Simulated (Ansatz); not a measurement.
# ClHOZn: what the fields show

Input file:

```
crystal:
  periodic: [false, false, false]
  atoms:
    - { symbol: Zn, position_ang: [0.0, 0.0, 0.0] }
    - { symbol: Cl, position_ang: [0.0, 0.0, 2.24] }
    - { symbol: O, position_ang: [0.0, 0.0, -1.79] }
    - { symbol: H, position_ang: [0.2547, -0.9174, -2.1271] }
basis:
  gaussian: { orbitals: def2-SVP }
hamiltonian:
  xc: pbe0
  dispersion: d4
relax:
  f_tol: 0.02
  max_steps: 40
output:
  orbitals: {}
```

Run with:

```sh
ansatz run input.yaml --threads 1 --pin off --max-ram 2048MiB --backend cpu --events-out ev --progress --plain --runs-dir out
```

The fields are those of the run's last geometry, not of the input's.

All numbers below come from Ansatz, RKS PBE0-D4/def2-SVP.

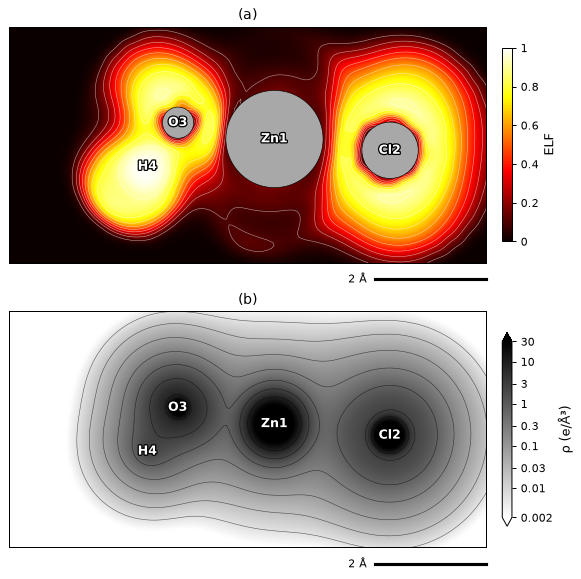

Figure 1. (a) ELF; (b) electron density on the molecular plane. Grey discs cover the atomic cores in the ELF map.

What do the fields say about this system?

Answer. The section cuts through Zn, Cl, O and H sites.
Zn–O (1.77 Å): ρ is about 0.87 e/Å³ halfway; the ELF peaks at about 0.85 in the valence shell of O, 0.6 Å from its nucleus, and is about 0.20 at the midpoint.
Zn–Cl (2.10 Å): ρ at the midpoint is about 0.68 e/Å³; the ELF peaks at about 0.80 in the valence shell of Cl, 0.8 Å from its nucleus, and is about 0.40 at the midpoint.
O–H (0.96 Å): the density is about 3.6 e/Å³ at the midpoint; the ELF climbs to about 1 towards the hydrogen, as it does in any bond to H (a covalent bond by its length).
The ELF also peaks beside Cl2 and O3, away from the bonds: lone-pair regions.

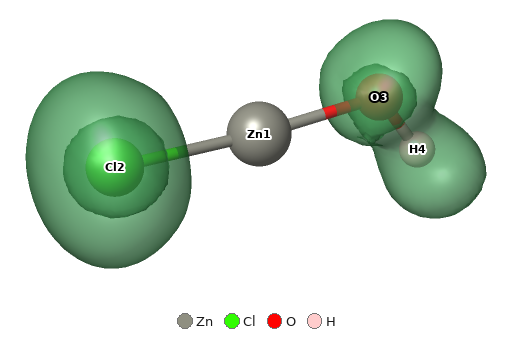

Figure 2. Isosurface of the ELF at 0.75 (green), seen at a tilt. Only the valence region is drawn (cores and ρ < 0.01 e/Å³ removed).

Where are the electrons localised?

Answer. The surface consists of one region wrapped around Cl (its valence shell) and one joined region spread over several atoms (H, O), in which their bonds and any lone pairs are merged.

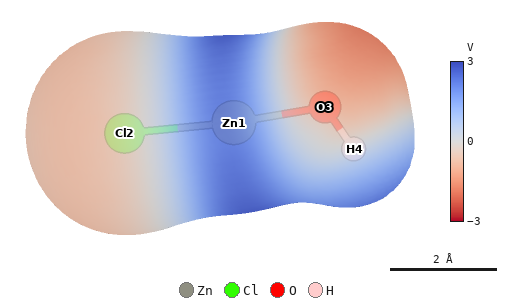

Figure 3. The molecular electrostatic potential painted on the density surface at 0.002 e/bohr³, seen across its widest extent; the colour scale runs from red (negative) to blue (positive).

Where is the surface potential most negative and most positive?

Answer. The most negative region (about −1.8 V) lies over O3, the most positive (about +2.7 V) over Zn1. O3 is the likeliest acceptor of a hydrogen bond.

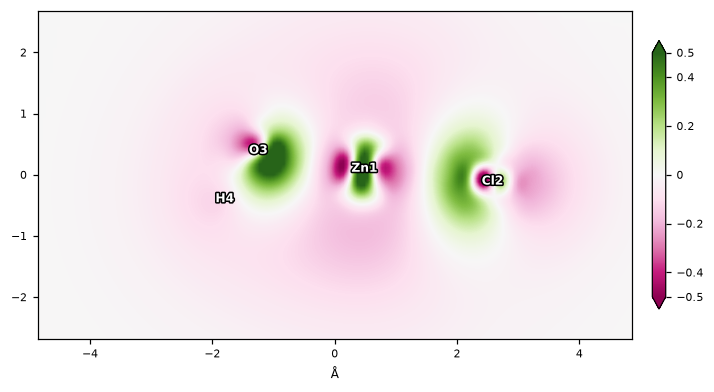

Figure 4. One frontier orbital on the molecular plane (values in Å⁻³ᐟ²; the overall sign is arbitrary).

Which orbital is it: HOMO or LUMO?

Answer. The LUMO, at −1.08 eV. By Hirshfeld shares it lies mainly on Zn1 (about 60 %), Cl2 (about 20 %), O3 (about 15 %) and H4 (about 5 %).
